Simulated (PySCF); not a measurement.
# CH3NSeSi: geometry, electronic excitations

Aim: predict the electronic excitations of CH3NSeSi (`N#C[SiH2][SeH]`).

The runs use PySCF 2.14.0, with density-fitted response routines of our own; the level of theory stands in each step. All values are computed, except where a source is named. Atoms count from 0, in the outputs and in this text.

### 1 Starting geometry

7 atoms, charge 0, multiplicity 1; geometry from: GFN2-xTB. The atoms were then displaced at random by about 0.01 Å, so the start is not that level's minimum.

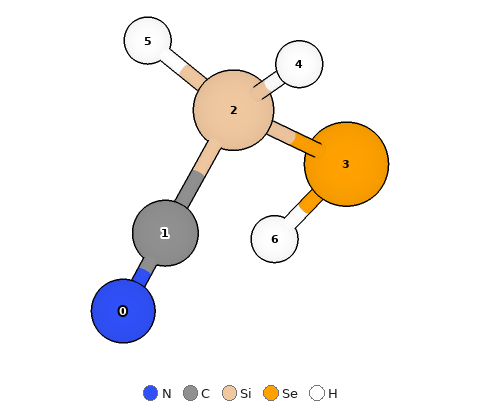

As it starts; nitrogen blue, carbon grey, silicon light orange, selenium orange, hydrogen white, atoms numbered; sticks join atoms by distance.

### 2 Optimising the geometry at PBE0-D3(BJ)/def2-SVP

Job settings and geometry (Å):

```
{"job": {"xc": "PBE0", "basis": "def2-SVP", "d3": "d3bj", "grid": 1, "shake": 0.01, "kind": "geom"}, "charge": 0, "multiplicity": 1}
N      2.054730    -1.562260     0.193140
C      1.285730    -0.673150     0.118760
Si     0.037350     0.726210    -0.005620
Se    -1.879480    -0.142370    -0.755020
H      0.511590     1.651350    -1.030490
H     -0.091050     1.285750     1.344850
H     -1.884920    -1.314630     0.084450
```

Run with:

```sh
$ OMP_NUM_THREADS=1 python probes_run.py task.json out
```

One launch serves the whole session: the jobs run in the order shown.

Log:

```text
step   0  E = -2784.74398448  max force = 0.030985
step   1  E = -2784.74617470  max force = 0.007201
step   2  E = -2784.74670837  max force = 0.002782
step   3  E = -2784.74722697  max force = 0.003289
step   4  E = -2784.74735849  max force = 0.002460
step   5  E = -2784.74745913  max force = 0.000458
step   6  E = -2784.74748360  max force = 0.000727
step   7  E = -2784.74749726  max force = 0.000616
step   8  E = -2784.74750524  max force = 0.000426
optimisation converged
```

Run time: 50 s. Hardware: 1 thread of Arm Neoverse N1, shared host; peak memory 0.39 GiB.

Step by step:

| step | energy from step 0 (eV) | largest force component (eV/Å) |
| --- | --- | --- |
| 0 | 0.0000 | 1.5933 |
| 1 | -0.0596 | 0.3703 |
| 2 | -0.0741 | 0.1431 |
| 3 | -0.0882 | 0.1691 |
| 4 | -0.0918 | 0.1265 |
| 5 | -0.0946 | 0.0236 |
| 6 | -0.0952 | 0.0374 |
| 7 | -0.0956 | 0.0317 |
| 8 | -0.0958 | 0.0219 |

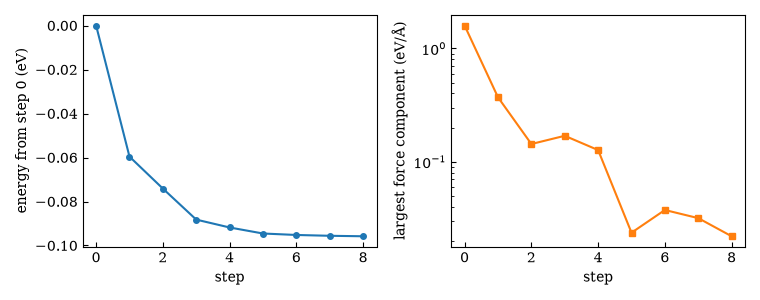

Energy and force, step by step.

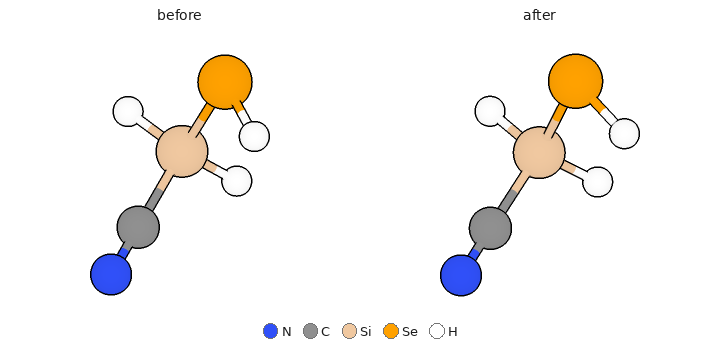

Before and after, at one scale.

Close pairs (by a distance rule), those that changed most:

| bond | before (Å) | after (Å) | change (Å) |
| --- | --- | --- | --- |
| Si2–Se3 | 2.234 | 2.267 | +0.033 |
| Se3–H6 | 1.442 | 1.472 | +0.030 |
| Si2–H4 | 1.460 | 1.485 | +0.026 |
| C1–Si2 | 1.879 | 1.859 | -0.021 |
| Si2–H5 | 1.467 | 1.487 | +0.019 |
| N0–C1 | 1.178 | 1.160 | -0.018 |

The end geometry stands in the next job.

```csv
at the end point,value
point group (found at 0.08 Å tolerance),C1
"rotational constants (GHz, main isotopes)","9.396, 1.535, 1.354"
dipole moment (D),3.00
```

### 3 Excited states and response: PBE0/aug-cc-pVTZ

Job settings and geometry (Å):

```
{"job": {"kind": "uv", "xc": "PBE0", "basis": "aug-cc-pVTZ"}, "charge": 0, "multiplicity": 1}
N      2.216525    -1.437410     0.144524
C      1.390721    -0.625493     0.079082
Si     0.027850     0.634341    -0.020478
Se    -1.845181    -0.284295    -0.906482
H      0.462698     1.697980    -0.961709
H     -0.170778     1.150765     1.359454
H     -2.047945    -1.164939     0.255658
```

Level: TDDFT PBE0/aug-cc-pVTZ, vertical, gas phase, core orbitals frozen in the response.

Log:

```text
coarse grid: 31464 points
cycle   1  E = -2785.2519469868  dE = -6.186e-01  |g| = 4.067e-01  |ddm| = 5.914e+00
cycle   2  E = -2785.1402940587  dE =  1.117e-01  |g| = 7.945e-01  |ddm| = 1.474e+00
cycle   3  E = -2785.2857423893  dE = -1.454e-01  |g| = 1.485e-01  |ddm| = 9.236e-01
cycle   4  E = -2785.2899695886  dE = -4.227e-03  |g| = 2.841e-02  |ddm| = 2.335e-01
cycle   5  E = -2785.2901606462  dE = -1.911e-04  |g| = 8.600e-03  |ddm| = 5.343e-02
cycle   6  E = -2785.2901751779  dE = -1.453e-05  |g| = 1.772e-03  |ddm| = 1.506e-02
cycle   7  E = -2785.2901759780  dE = -8.001e-07  |g| = 3.427e-04  |ddm| = 3.416e-03
final grid: 63320 points
cycle   8  E = -2785.2901281119  dE = -3.065e-08  |g| = 3.985e-04  |ddm| = 9.592e-03
cycle   9  E = -2785.2901280782  dE =  3.370e-08  |g| = 5.606e-04  |ddm| = 1.543e-03
cycle  10  E = -2785.2901281490  dE = -7.084e-08  |g| = 1.799e-04  |ddm| = 8.101e-04
cycle  11  E = -2785.2901281560  dE = -7.002e-09  |g| = 1.587e-05  |ddm| = 1.942e-04
cycle  12  E = -2785.2901281561  dE = -5.184e-11  |g| = 2.827e-06  |ddm| = 2.809e-05
converged SCF energy = -2785.2901281561

Static polarisability (au): isotropic 71.536, principal 58.072 68.326 88.209

Singlet excitations
state   eV       nm        f      main configurations
  1   5.1130    242.5   0.01808   H->L 0.91
  2   5.4736    226.5   0.01284   H->L+1 0.87
  3   5.8470    212.0   0.00314   H->L+2 0.96
  4   6.5576    189.1   0.00882   H->L+3 0.59, H->L+4 0.20, H-1->L 0.11
  5   6.6862    185.4   0.00755   H-2->L 0.65, H->L+3 0.08
  6   6.7755    183.0   0.01124   H->L+4 0.61, H->L+3 0.25
  7   7.0118    176.8   0.07521   H-1->L 0.34, H-2->L+2 0.17, H-2->L 0.10
  8   7.0688    175.4   0.01264   H-1->L+2 0.56, H-2->L+2 0.10
  9   7.2013    172.2   0.03465   H->L+5 0.87
 10   7.4351    166.8   0.01041   H->L+6 0.90

Triplet excitations (Tamm-Dancoff, eV): 4.7282 5.0504 5.5427 5.6816
```

It took 62 s on 1 thread of Arm Neoverse N1, shared host; peak memory 0.95 GiB.

Frontier orbitals and where they lie:

```
orbital      eV                        atoms
 HOMO−3  -10.37   N0 48 %, C1 26 %, Se3 14 %
 HOMO−2   -9.87   N0 40 %, C1 30 %, Si2 12 %
 HOMO−1   -9.50   Se3 38 %, N0 20 %, C1 14 %
   HOMO   -7.77  Se3 67 %, Si2 16 %, H6 12 %
   LUMO   -1.34  Si2 28 %, Se3 20 %, C1 20 %
 LUMO+1   -0.84  Se3 33 %, H6 30 %, Si2 13 %
 LUMO+2   -0.75   N0 27 %, C1 27 %, Si2 25 %
```

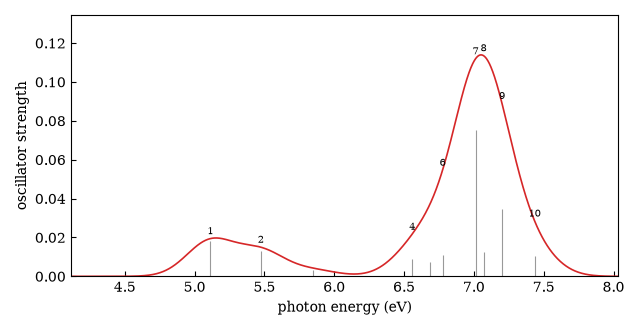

Absorption spectrum from the 10 singlet states computed; above the last one it falls off for lack of states. Lines are broadened to a width of 0.40 eV (Gaussian).

Ground-state properties from the same run:

| property | computed |
| --- | --- |
| dipole moment (D) | 3.22 |
| polarisability (Å³) | 10.60 |
| HOMO–LUMO gap (eV) | 6.43 |
| −ε(HOMO) (eV) | 7.77 |

### 4 TDDFT and polarisability: PBE0/def2-TZVPD

Same as in step 3 but for these lines:

```diff
@@ -1,2 +1,2 @@
-{"job": {"kind": "uv", "xc": "PBE0", "basis": "aug-cc-pVTZ"}, "charge": 0, "multiplicity": 1}
+{"job": {"kind": "uv", "xc": "PBE0", "basis": "def2-TZVPD"}, "charge": 0, "multiplicity": 1}
 N      2.216525    -1.437410     0.144524
```

Level: TDDFT PBE0/def2-TZVPD, vertical, gas phase, core orbitals frozen in the response.

Log:

```text
coarse grid: 31464 points
cycle   1  E = -2785.2076485483  dE = -6.324e-01  |g| = 4.408e-01  |ddm| = 2.321e+00
cycle   2  E = -2785.0946860694  dE =  1.130e-01  |g| = 8.088e-01  |ddm| = 9.585e-01
cycle   3  E = -2785.2398178627  dE = -1.451e-01  |g| = 1.932e-01  |ddm| = 5.939e-01
cycle   4  E = -2785.2468485667  dE = -7.031e-03  |g| = 2.374e-02  |ddm| = 1.058e-01
cycle   5  E = -2785.2469676890  dE = -1.191e-04  |g| = 9.813e-03  |ddm| = 2.580e-02
cycle   6  E = -2785.2469898942  dE = -2.221e-05  |g| = 1.685e-03  |ddm| = 9.852e-03
cycle   7  E = -2785.2469904942  dE = -6.000e-07  |g| = 3.879e-04  |ddm| = 1.967e-03
final grid: 63320 points
cycle   8  E = -2785.2469819939  dE = -6.713e-09  |g| = 4.903e-04  |ddm| = 2.734e-03
cycle   9  E = -2785.2469819149  dE =  7.901e-08  |g| = 7.919e-04  |ddm| = 9.132e-04
cycle  10  E = -2785.2469820394  dE = -1.245e-07  |g| = 2.287e-04  |ddm| = 5.343e-04
cycle  11  E = -2785.2469820507  dE = -1.131e-08  |g| = 1.577e-05  |ddm| = 1.421e-04
cycle  12  E = -2785.2469820508  dE = -6.185e-11  |g| = 2.412e-06  |ddm| = 1.295e-05
converged SCF energy = -2785.2469820508

Static polarisability (au): isotropic 71.330, principal 57.966 68.104 87.922

Singlet excitations
state   eV       nm        f      main configurations
  1   5.1125    242.5   0.01804   H->L 0.92
  2   5.5047    225.2   0.01210   H->L+1 0.47, H->L+2 0.45
  3   5.8280    212.7   0.00317   H->L+2 0.49, H->L+1 0.48
  4   6.5713    188.7   0.00768   H->L+3 0.67, H-1->L 0.15
  5   6.6781    185.7   0.00776   H-2->L 0.63, H->L+3 0.12
  6   6.8443    181.1   0.01525   H->L+4 0.76, H->L+3 0.12
  7   7.0055    177.0   0.06497   H-1->L 0.29, H-2->L 0.11, H->L+4 0.11
  8   7.0550    175.7   0.01674   H-1->L+1 0.29, H-1->L+2 0.25
  9   7.3206    169.4   0.04717   H->L+5 0.91
 10   7.5044    165.2   0.05560   H-1->L+1 0.37, H-1->L+2 0.30, H-3->L 0.13

Triplet excitations (Tamm-Dancoff, eV): 4.7322 5.0697 5.5303 5.6623
```

Wall time 37 s (1 thread of Arm Neoverse N1, shared host); peak memory 0.81 GiB.

In short: HOMO -7.78 eV, LUMO -1.35 eV; lowest singlet 5.11 eV.

### 5 Comparing the runs: electronic excitations

Excitations and ground-state properties, with basis size and wall time:

```
             run  lowest singlet (eV)  brightest (eV)      f  gap (eV)  α (Å³)  μ (D)  functions  time
PBE0/aug-cc-pVTZ                 5.11            7.01  0.075      6.43   10.60   3.22        270  62 s
 PBE0/def2-TZVPD                 5.11            7.01  0.065      6.43   10.57   3.20        201  37 s
```

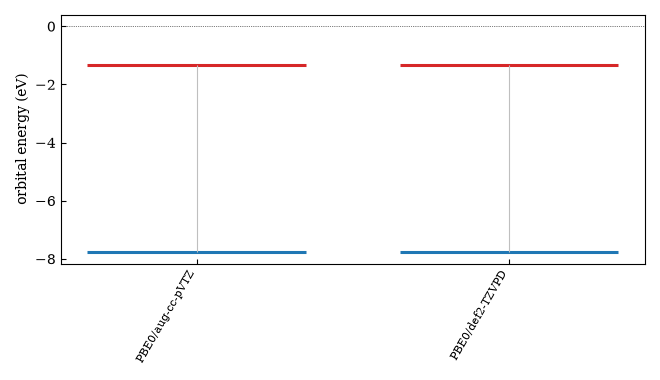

HOMO (blue) and LUMO (red) run by run.

### 6 Outcome

| quantity | value |
| --- | --- |
| point group | C1 |
| rotational constants (main isotopes) | 9.40, 1.53, 1.35 GHz |
| lowest singlet (PBE0/aug-cc-pVTZ) | 5.11 eV (242 nm), f = 0.018 |
| brightest single state of those computed | state 7, 7.01 eV, f = 0.075 |
| lowest triplet | 4.73 eV |
| range of the lowest singlet | 5.11 to 5.11 eV |

In words: Relaxing lowered the energy by 0.096 eV in 8 steps; the close pair that moved most is Si2–Se3, from 2.234 to 2.267 Å. The lowest singlet, at 5.11 eV, is HOMO→LUMO 0.91 and is weak; of the 10 states computed, the strongest absorption comes from state 7 at 7.01 eV. The lowest triplet lies 0.38 eV below the lowest singlet (triplets in Tamm-Dancoff, singlets in full TDDFT).
